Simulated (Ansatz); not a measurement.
Level of theory: PBE (plane waves to 420 eV, PAW; Ansatz, an electronic-structure program).

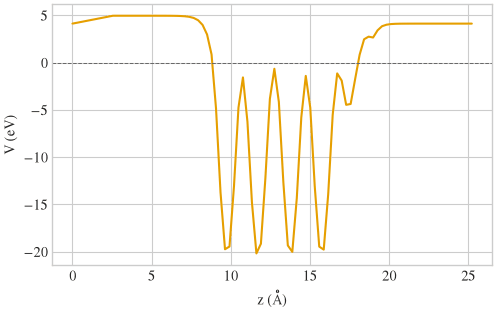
*Plane-averaged electrostatic potential energy along the normal, in eV from the Fermi level, for SiH3 on the 1x1 (0001) surface of hcp Co, ferromagnetic, one in a 2x2 cell, started at the site 'bridge Co-Co (span 2.5 Å)'*

Slab: 20 atoms, 6.0 Å thick at the start under the adsorbate (thin: gaps and levels are the slab's own); k 7x7x1, smearing 0.1 eV, dipole-corrected; 8 atoms held, the rest relaxed; no symmetry held; spin-polarised, no spin-orbit, no U, no dispersion correction. At the end it is bonded to 3 Co. In PBE it is, or lies within 0.03 eV of, the lowest of the starts that converged.

The vacuum level lies 4.13 eV above the Fermi level over the top face and 4.97 eV above it under the bottom face.
